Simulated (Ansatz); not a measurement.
Ga2SbP3, space group Immm (No. 71), a = 3.725 Å, b = 5.276 Å, c = 11.026 Å, α = 90.00°, β = 90.00°, γ = 90.00°

| site | Wyckoff | x | y | z |
| --- | --- | --- | --- | --- |
| Ga | 4i | 0.0000 | 0.0000 | 0.6626 |
| Sb | 2a | 0.0000 | 0.0000 | 0.0000 |
| P1 | 2d | 0.0000 | 0.5000 | 0.0000 |
| P2 | 4j | 0.0000 | 0.5000 | 0.6762 |

Origin: coordinates from a relaxation with DFT, PBEsol, plane waves, PAW in Ansatz 0.2.0.

Describe the coordination of Sb.

SbP6: an essentially ideal octahedron (coordination number 6, S = 0.04; next best trigonal prism, S = 16.5). Bonds: 2 × Sb–P 2.64 Å and 4 × Sb–P 2.69 Å. The next neighbour, not counted, lies at 3.69 Å.

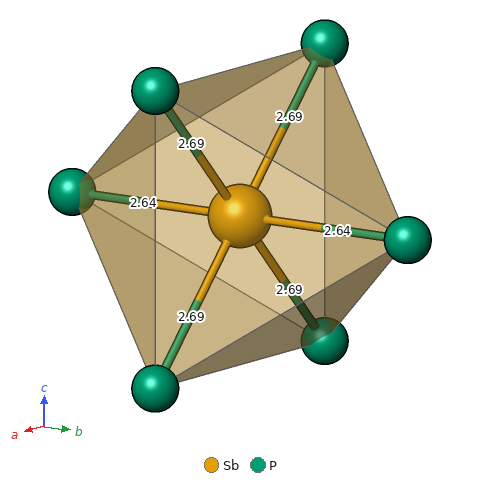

The polyhedron about Sb. Continuous shape measures are computed against ideal polyhedra (0 is ideal; above about 3 the distortion is strong).
